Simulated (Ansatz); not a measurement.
## Fields on a plane of NiTe (NiAs type)

```
CELL_PARAMETERS angstrom
      3.97290     0.00000     0.00000
     -1.98645     3.44064     0.00000
      0.00000     0.00000     5.17540
ATOMIC_POSITIONS crystal
  Ni 0.00000 0.00000 0.00000
  Ni 0.00000 0.00000 0.50000
  Te 0.33333 0.66667 0.25000
  Te 0.66667 0.33333 0.75000
```

The slice is a (-1 1 0 2) plane (indices of the conventional cell) through the point (0.333, 0.667, 0.250) (fractional), spanned by u = [110] and v = [1 -1 1] in vectors of this cell: u (3.97 Å) and v (8.61 Å, at 90° to u). It covers one period; positions are fractions (u, v).

Atoms on it: Te at (0.00, 0.00). Other atoms lie within 1 Å of the plane.

All values below come from PBEsol (plane waves to 420 eV, PAW, scalar-relativistic; Ansatz, a program for electronic structure). k mesh 14×14×9. These are valence fields of a PAW run, semicore shells included where kept as valence: close to a nucleus they are smooth pseudo fields. NiTe is run without spin polarisation. NiTe was relaxed with its symmetry unable to fall. Spin-orbit coupling is left out, though Te is heavy.

```
|xxx *@@* xx|
|xx :#@@#: x|
|  :*%@@%*: |
|:=*%%%%%%*=|
|xx=######=x|
|xxx+*++*+xx|
|xxx-+==+-xx|
|xxx=*++*=xx|
|xx.*####*.x|
|.-*%@@@@%*-|
|=+#@@@@@@#+|
|  =#@@@@#= |
|xx +%@@%+ x|
|xx :#@@#: x|
|xx :#%%#: x|
|xx =****= x|
|  -=:xx:=- |
|++*:xxxx:*+|
|%%*xxxxxx*%|
|+** xxxx **|
|  ::xxxx:: |
|xx .=::=. x|
|xxx +##+ xx|
|xxx +%%+ xx|
```
Scale: ten equal steps from 0.00 (start of ' ') to 8.24 (end of '@'), in the order ' .:-=+*#%@'. Values: electrostatic potential energy of an electron, from the cell's mean, in eV. The map has 11 points along u (one character each, u = 0 at the left) and 24 along v (v = 0 in the bottom row). Points within 1 Å of a nucleus are blanked (x), as the pseudised field means little there. Values under 0 eV are set to 0. The zero, the cell's mean, hangs on the PAW cores.

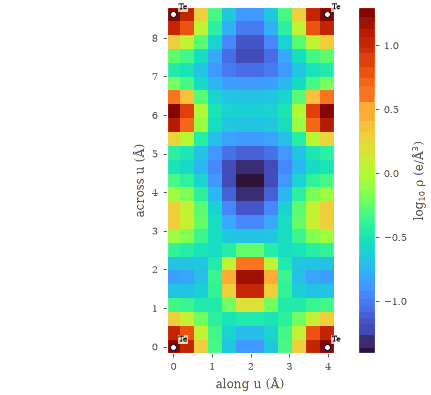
*Log₁₀ of the valence density in e/Å³, one period of the plane, atoms marked. The scale is logarithmic, as a density can span decades between atoms and voids.*
